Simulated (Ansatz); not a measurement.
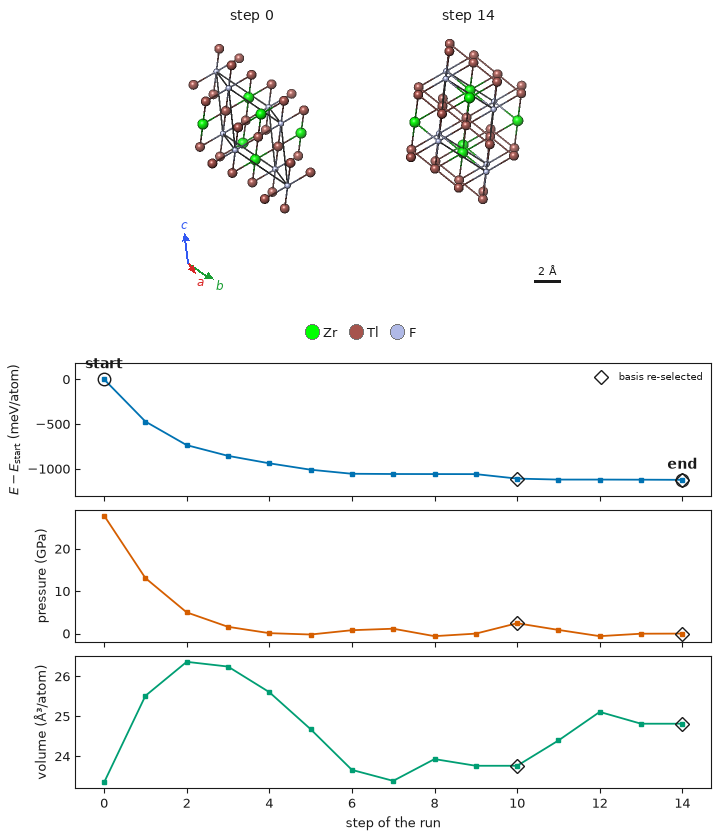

First and last geometry of a relaxation of a crystal of ZrTl2F (a generated structure, set up in I4/mmm) (coarse preliminary run), with the history of the run. The picture is a ball-and-stick view of the cell of the calculation, seen slightly off an axis.

The calculation used DFT PBE, scalar-relativistic, plane waves, PAW (Ansatz).

Input
```yaml
crystal:
  lattice:
    - [-2.49181477, 2.49181477, 3.75992317]
    - [2.49181477, -2.49181477, 3.75992317]
    - [2.49181477, 2.49181477, -3.75992317]
  atoms:
    - { symbol: Zr, position: [0.5, 0.5, 0.0] }
    - { symbol: Tl, position: [0.5, 0.0, 0.5] }
    - { symbol: Tl, position: [0.0, 0.5, 0.5] }
    - { symbol: F, position: [0.0, 0.0, 0.0] }
basis:
  ecutwfc: 420
kpoints:
  mp_grid: { grid: [6, 6, 6] }
hamiltonian:
  xc: pbe
scf:
  occupations: { method: gaussian, width: 0.1 }
  lower_state_search: "off"
output:
  forces: true
  stress: true
  eigenvalues: true
relax:
  adjacent_minimum: "off"
  f_tol: 0.04
  max_steps: 70
  cell: { stress_tol: 0.4 }
```

Command:
```bash
ansatz run input.yaml --threads 1 --pin off --max-ram 2560MiB --backend cpu --events-out ev --progress --plain --runs-dir out
```

**Did the run converge, and what did it change?**

It converged. After 12 accepted moves (14 points after the start) the energy has fallen by 1123 meV per atom. All forces vanish by symmetry, so only the cell relaxes. The pressure goes from 27.85 to 0.00 GPa. The SCF was repeated twice at an unchanged geometry on a basis and grid sized afresh for the cell, which shifted the energy by 50.0 meV per atom at most. No atom moves by more than 0.005 Å relative to the cell. Cell: a = b = c 5.153 → 5.060 Å (−1.8 %), α 122.2° → 107.2°, β 122.2° → 107.2°, γ 86.3° → 114.0°. Volume +6.3 %. Among the contacts that change: Tl2–Tl3 3.760 → 2.755 Å, Zr1–F4 3.760 → 2.755 Å, Tl2–F4 2.492 → 3.001 Å, Zr1–Tl2 2.492 → 3.001 Å. The space group stays I4/mmm (No. 139).

Limits of the set-up: layers or molecules are held without a dispersion correction, so their spacing is unreliable.
